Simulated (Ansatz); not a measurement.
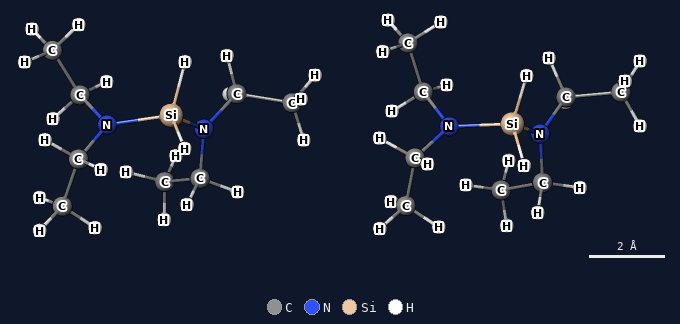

Two geometries of C$_{8}$H$_{22}$N$_{2}$Si (coarse preliminary run), drawn at one scale. One is the start of a relaxation, the other its converged end. A ball-and-stick model, seen at a tilt.

Computed with RKS PBE-D4/def2-SVP in Ansatz. (force threshold 0.03 eV/Å; at most 200 steps)

Which one is relaxed?

The left one is the relaxed one. The start comes from a force field. An H atom moves most after the best rigid fit: 0.65 Å. Largest moves by element: H 0.65 Å, C 0.46 Å, Si 0.25 Å, N 0.16 Å. Some distances before and after: C–N 1.373 → 1.459 Å, C–H 1.026 → 1.109 Å, C–H 1.179 → 1.110 Å, H–Si 1.448 → 1.510 Å. Among the angles between lasting bonds that change: N–Si–N 105.6° → 112.6°, N–C–H 114.6° → 108.2°, N–Si–H 109.5° → 103.2°. Over 10 geometry steps the energy falls by 92.2 kJ/mol. Largest force component: 4.1 eV/Å at the start, 0.0093 eV/Å at the end. The run took about 13 s of wall time on a shared GPU.
